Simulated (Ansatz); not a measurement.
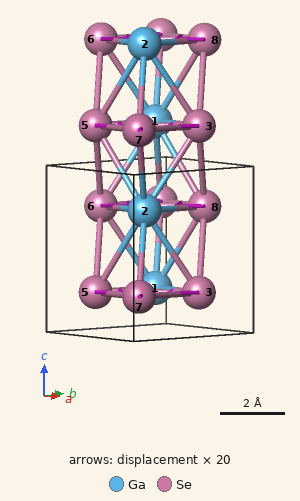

A relaxation of crystalline GaSe₃ (built on the Ni3Sn (D0_19)_194 type) (coarse preliminary run). The starting structure is drawn; purple arrows show the displacements (the part carried along by the change of the cell is left out), magnified 20 times.

Style: ball-and-stick. Shown: the cell of the calculation, repeated 1 × 1 × 2 with one cell outlined, from a free direction.

Case: Ni3Sn (D0_19) type (P6_3/mmc, No. 194).

All numbers below come from DFT PBE, scalar-relativistic, plane waves, PAW in Ansatz.

Input
```yaml
crystal:
  lattice:
    - [6.5423566836, 0.0, 0.0]
    - [-3.2711783418, 5.6658470886, 0.0]
    - [0.0, 0.0, 5.2512506739]
  atoms:
    - { symbol: Ga, position: [0.3333333333, 0.6666666667, 0.25] }
    - { symbol: Ga, position: [0.6666666667, 0.3333333333, 0.75] }
    - { symbol: Se, position: [0.833, 0.666, 0.25] }
    - { symbol: Se, position: [0.167, 0.833, 0.75] }
    - { symbol: Se, position: [0.334, 0.167, 0.25] }
    - { symbol: Se, position: [0.167, 0.334, 0.75] }
    - { symbol: Se, position: [0.833, 0.167, 0.25] }
    - { symbol: Se, position: [0.666, 0.833, 0.75] }
basis:
  ecutwfc: 420
kpoints:
  mp_grid: { grid: [3, 3, 4] }
hamiltonian:
  xc: pbe
scf:
  occupations: { method: gaussian, width: 0.1 }
  lower_state_search: "off"
output:
  forces: true
  stress: true
  eigenvalues: true
relax:
  adjacent_minimum: "off"
  f_tol: 0.04
  max_steps: 70
  cell: { stress_tol: 0.4 }
```

Run as
```bash
ansatz run input.yaml --threads 1 --pin off --max-ram 2560MiB --backend cpu --events-out ev --progress --plain --runs-dir out
```

Atoms of which element are displaced furthest, and by how much?

Selenium: up to 0.059 Å, against 0.000 Å for gallium.

Describe the change and its energy.

The largest moves relative to the cell, 0.059 Å, are those of Se3, Se4, Se5, Se6, Se7 and Se8. Se5 goes along [2 1 0]. Ga stays in place. Cell: a = b 6.542 → 6.234 Å (−4.7 %), c 5.251 → 4.917 Å (−6.4 %). Volume −15.0 %. Near-neighbour distances that change, for instance: Se3–Se5 3.265 → 3.009 Å, Ga1–Se4 3.232 → 3.010 Å, Ga1–Se3 3.271 → 3.117 Å, Se3–Se4 3.237 → 3.084 Å. The space group stays P6_3/mmc (No. 194). After 3 accepted moves (4 points after the start) the energy has fallen by 0.751 eV per cell of the calculation. The largest force component goes from 0.16 to 0.035 eV/Å. Pressure: −6.10 GPa at the start and −0.25 GPa at the end. At 1 point the geometry stayed and the basis and grid were re-selected for the new cell (energy shift of 3.3 meV per cell of the calculation at most each time).
